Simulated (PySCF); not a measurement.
Cl3H3O3Si3

```yaml
atoms:
  - { symbol: O, position_ang: [0.1682, 1.6523, -0.5158] }
  - { symbol: Si, position_ang: [1.5445, 1.0071, -1.2818] }
  - { symbol: O, position_ang: [1.8809, 0.1241, 0.1334] }
  - { symbol: Si, position_ang: [0.5176, 0.7734, 0.8785] }
  - { symbol: O, position_ang: [-0.6426, -0.3393, 1.2449] }
  - { symbol: Si, position_ang: [-1.6795, -1.4104, 0.5812] }
  - { symbol: Cl, position_ang: [-3.5055, -0.5428, 0.3619] }
  - { symbol: Cl, position_ang: [-0.9986, -2.0146, -1.2467] }
  - { symbol: Cl, position_ang: [-1.8218, -3.0210, 1.8131] }
  - { symbol: H, position_ang: [1.2351, 0.1638, -2.4613] }
  - { symbol: H, position_ang: [2.5766, 2.0274, -1.5917] }
  - { symbol: H, position_ang: [0.7641, 1.5520, 2.1013] }
```

Geometry: PBE0-D3(BJ)/def2-SVP.

Method: PBE0/pcSseg-1, SCF density, gas phase, non-relativistic (PySCF 2.14.0).

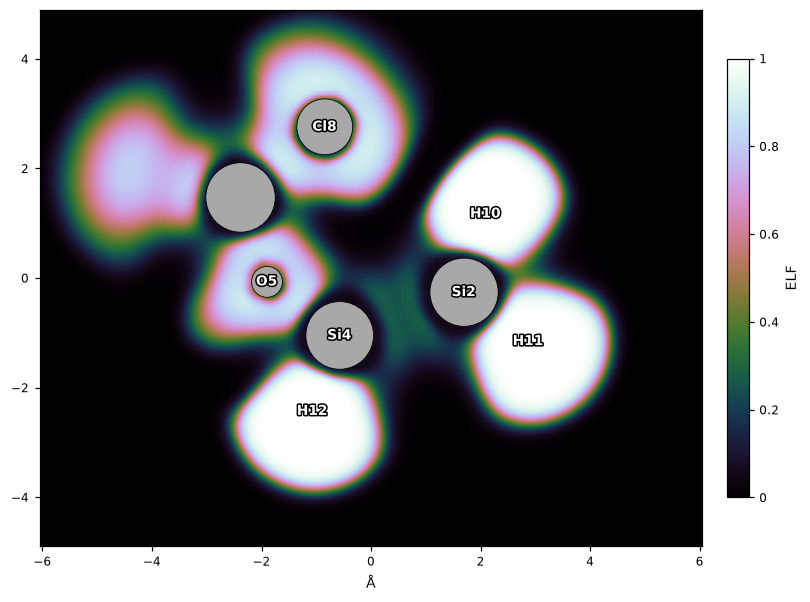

Figure 1. Electron localisation function on the plane of atoms Si4, Si2 and H11. Grey discs cover the atomic cores.

Question: What do the fields say about this system?

Answer: The section cuts through Si, O, Cl and H sites. Si–O (1.65 Å): the ELF peaks at about 0.85 between the atoms (a shared but strongly polarised pair). Si–Si (2.40 Å): the ELF is about 0.25 at the midpoint. Si–H (1.47 Å): the ELF climbs to about 1 towards the hydrogen, as it does in any bond to H. The ELF also peaks beside O5, Cl9 and Cl8, away from the bonds: lone-pair regions.

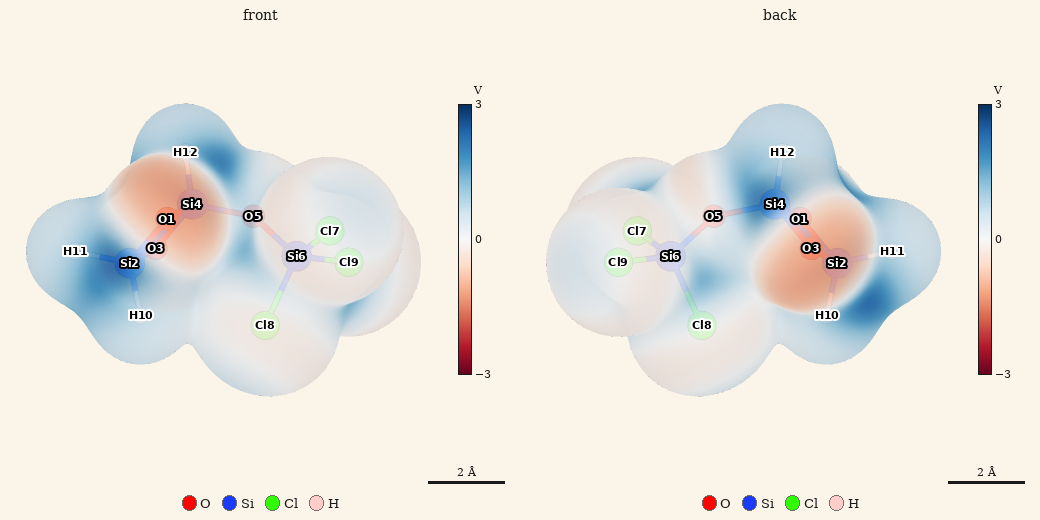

Figure 2. The electrostatic potential painted on the density surface at 0.002 e/bohr³, seen from the front and from behind; red is negative and blue positive.

Question: Describe the electrostatic potential map.

Answer: The most negative region (about −1.3 V) lies over O1 and O3, the most positive (about +2.2 V) over Si2 and Si4. Cl7 shows a σ-hole: about +0.4 V at the tip opposite its bond, against about −0.1 V on its flanks. Cl8 shows a σ-hole: about +0.4 V at the tip opposite its bond, against about 0.0 V on its flanks. Cl9 shows a σ-hole: about +0.4 V at the tip opposite its bond, against about −0.1 V on its flanks.

Question: What dipole moment does the calculation give?

Answer: Its dipole moment is 1.58 D.
